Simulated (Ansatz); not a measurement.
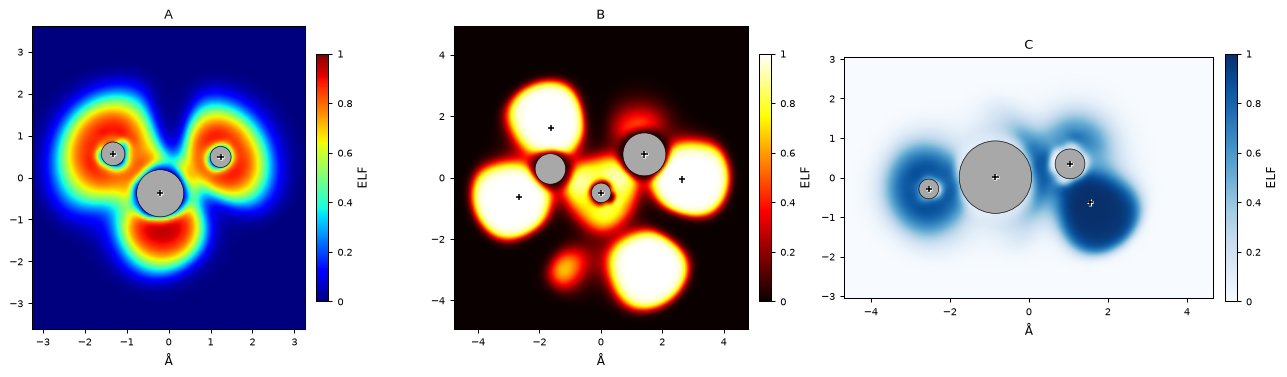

The ELF of 3 systems, each on a plane through atoms (crosses mark nuclei in the plane; grey discs cover the cores).

These are results of isolated molecule in a Gaussian basis; Kohn-Sham density functional theory, functional PBE0 in Ansatz, not measurements.

System 1: H₁₀NSi₃ (charge +1), the plane of atoms N1, Si2 and H6. Geometry: B3LYP-D3(BJ)/def2-SVP.

```xyz
14

N     0.8985   -0.9494   -0.3376
Si   -0.0345   -2.4657    0.2825
Si    0.3190    0.6393    0.4959
Si    0.8844   -0.8185   -2.2182
H     0.8588   -3.6057   -0.0123
H    -0.2475   -2.2153    1.7250
H    -1.2803   -2.4496   -0.5145
H     1.8830   -1.0804   -0.0621
H     0.8572    1.7280   -0.3491
H     0.8939    0.5836    1.8564
H    -1.1552    0.5281    0.4554
H     0.9895   -2.2150   -2.6955
H    -0.4219   -0.1879   -2.5068
H     2.0513    0.0269   -2.5470
```

System 2: FNO₂S, the plane of atoms F1, S5 and O4. Geometry: B3LYP-D3(BJ)/6-311G**.

```json
{"atom": "F", "x (Å)": "-1.4395", "y (Å)": "-1.8273", "z (Å)": "-2.3709"}
{"atom": "N", "x (Å)": "0.0717", "y (Å)": "0.2354", "z (Å)": "-1.8300"}
{"atom": "O", "x (Å)": "-0.5203", "y (Å)": "1.2012", "z (Å)": "-2.0321"}
{"atom": "O", "x (Å)": "-0.0905", "y (Å)": "-2.1430", "z (Å)": "-0.2113"}
{"atom": "S", "x (Å)": "-1.0932", "y (Å)": "-1.2688", "z (Å)": "-0.8238"}
```

System 3: CH₃FGa (SMILES [CH3][Ga+][F]) (charge +1), the plane of atoms Ga3, C1 and H6. Geometry: PBE0-D3(BJ)/pcseg-1.

```xyz
6

C    -0.7667    0.6758    1.0307
F     0.6090   -0.3401   -2.1715
Ga   -0.0400    0.1392   -0.6607
H    -1.5489   -0.0458    1.2930
H    -1.1757    1.6848    0.9043
H     0.0539    0.6620    1.7571
```

### Which map belongs to which system?

Panel A is system 2, FNO₂S: the plane holds F, O and S. S–O (1.46 Å): the ELF peaks at about 0.80 between the atoms, as expected for a short, strongly polar bond. Panel B is system 1, H₁₀NSi₃: the plane holds N, Si and H. Si–N (1.89 Å): the ELF peaks at about 0.90 between the atoms; a shared but strongly polarised pair. Panel C is system 3, CH₃FGa: the plane holds C, F, Ga and H. Ga–F (1.71 Å): the ELF peaks at about 0.80 in the valence shell of F, 0.5 Å from its nucleus, and is about 0.20 at the midpoint.
